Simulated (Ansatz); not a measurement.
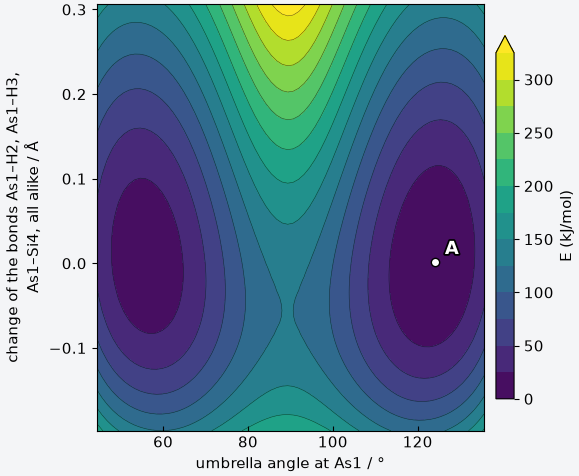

AsH2(SiH3) (AsH5Si). Coordinates scanned: (1) umbrella angle at As1 (between each of its bonds and their common axis; 90 is planar); (2) change of the bonds As1–H2, As1–H3, As1–Si4, all alike. Nothing is relaxed (all other coordinates rigid). The scan uses an 11 × 11 grid. Points are written as (first, second). Energies: kJ/mol, counted from the relaxed molecule at the same level. Theory: RKS PBE0-D4/def2-TZVP (Ansatz 0.2.0).

The picture shows filled contours, one colour for all values above the top of the scale, the point A. Between grid points the surface is interpolated.

### Find the lowest pass out of the well at A.

The easiest path leads from the well at about (124°, 0.00 Å) to the well at about (56°, 0.00 Å), about 6.7 kJ/mol higher. Its highest point lies about 125 kJ/mol above the bottom of the first well on the interpolated surface, at (90.0°, −0.047 Å). The start is the relaxed structure and all else is held, so a fully relaxed path at this level can only be lower.

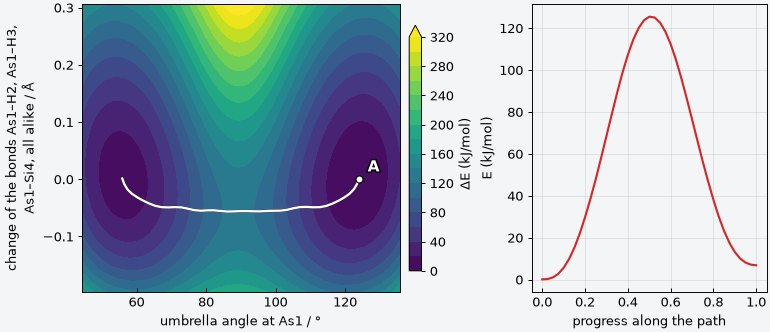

Drawn: filled contours, a line along the lowest path, one colour for all values above the top of the scale, the energy along the path at the right. Between grid points the surface is interpolated.
